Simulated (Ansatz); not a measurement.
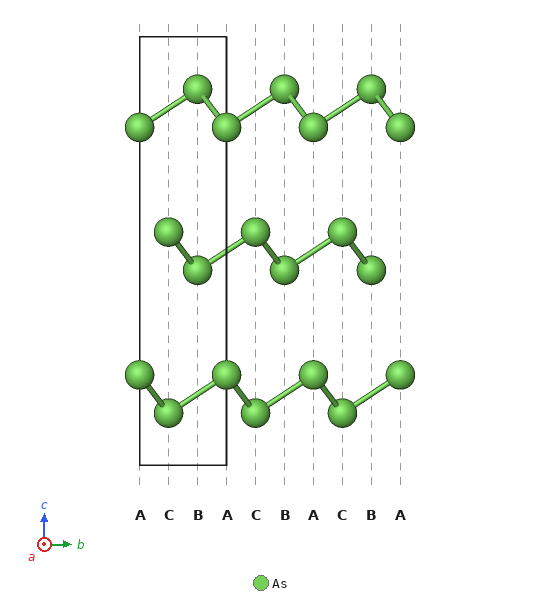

Projection along an edge of the hexagonal mesh, stacking direction c upwards. The dashed lines mark the three columns A (0, 0), B (1/3, 2/3) and C (2/3, 1/3). The sequence starts with the first layer at or above the cell's origin.

System As; source of the atomic positions: the geometry relaxed at fixed volume with Ansatz 0.2.0, DFT r2SCAN, scalar-relativistic, plane waves, PAW.

Question: Give the sequence of layers in one repeat, with element and column.

Answer: As(C) – As(A) – As(B) – As(C) – As(A) – As(B) (six layers in 15.33 Å).
